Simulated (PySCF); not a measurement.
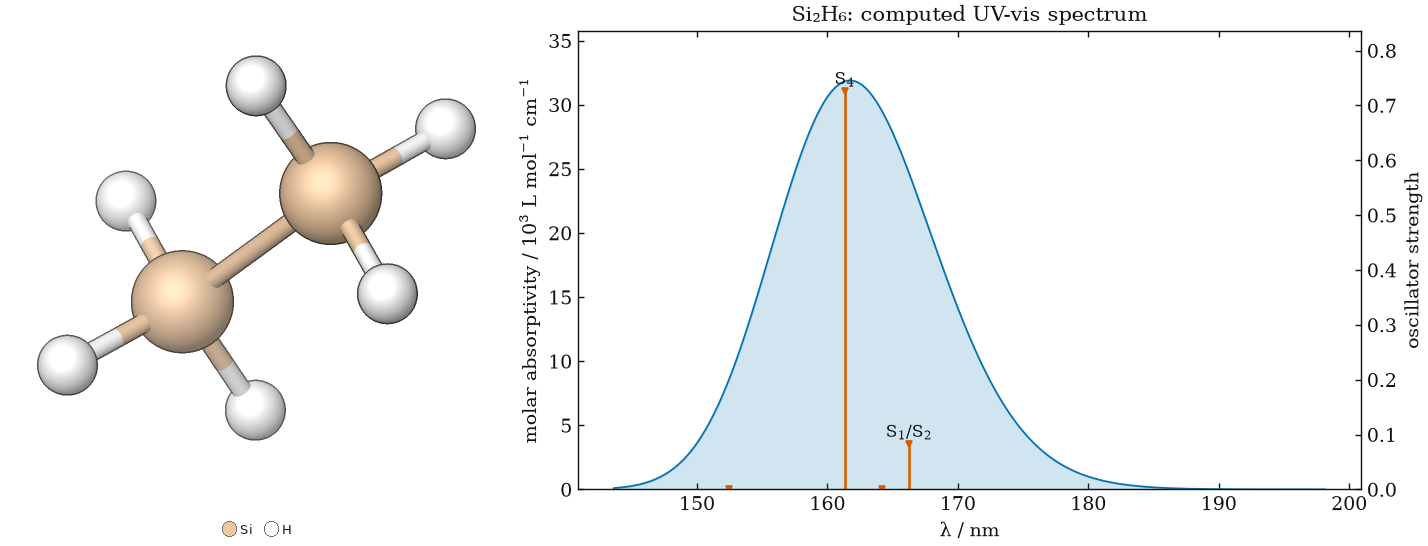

Computed absorption of Si₂H₆, SMILES [SiH3][SiH3]. Vertical TDDFT excitations, PBE0/def2-SVPD (IEF-PCM chloroform), PySCF 2.14.0, at a PBE0-D3(BJ)/def2-SVP geometry (no frequency check). Only the first 6 singlet excitations are included; each is broadened by a Gaussian of 1/e half-width 0.40 eV. Sticks give oscillator strengths (right axis). States within 0.01 eV of each other are merged, with their strengths summed.

### Does any vertical transition fall in the visible?

No singlet lies below 3.1 eV (beyond 400 nm), so at this level no vertical transition falls in the visible.

### Where is the lowest singlet, and is it bright?

S1/S2 lies at 7.46 eV (166 nm) with f = 0.083, mainly HOMO → LUMO+3/LUMO+2; it is bright.

### List the transitions behind the spectrum.

```tsv
state	E (eV)	λ (nm)	f	main character
S1/S2	7.46	166	0.083	HOMO → LUMO+3/LUMO+2
S3	7.55	164	0.000	HOMO → LUMO+1 (61 %)
S4	7.68	161	0.726	HOMO → LUMO (96 %)
S5/S6	8.13	152	0.000	HOMO → LUMO+4/LUMO+5
```

Note: core orbitals are frozen in the response.
